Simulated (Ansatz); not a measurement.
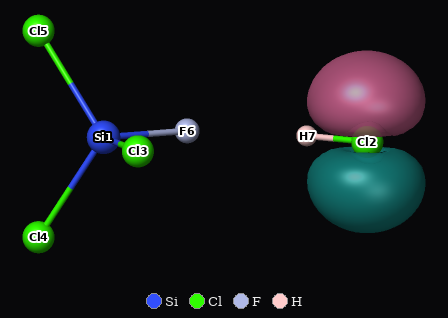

*Cl$_{3}$FSi···HCl. The HOMO−1 at ±0.2 Å⁻³ᐟ² (teal and pink are the two phases), seen across its widest extent.*

Level of theory: RKS PBE0-D4/def2-SVP (Ansatz 0.2.0).

```xyz
7

Si   -0.4877    0.0001   -0.6667
Cl   -0.0137   -0.0002    3.5911
Cl    1.4337    0.0002   -0.0402
Cl   -0.9099    1.6693   -1.7285
Cl   -0.9098   -1.6695   -1.7282
F    -1.4375    0.0002    0.6402
H    -0.8191   -0.0001    2.5859
```

Question: What is the character of this orbital?

Answer: It lies mainly on Cl2 (about 95 %); largely a lone pair of Cl2. Its energy is −8.76 eV.
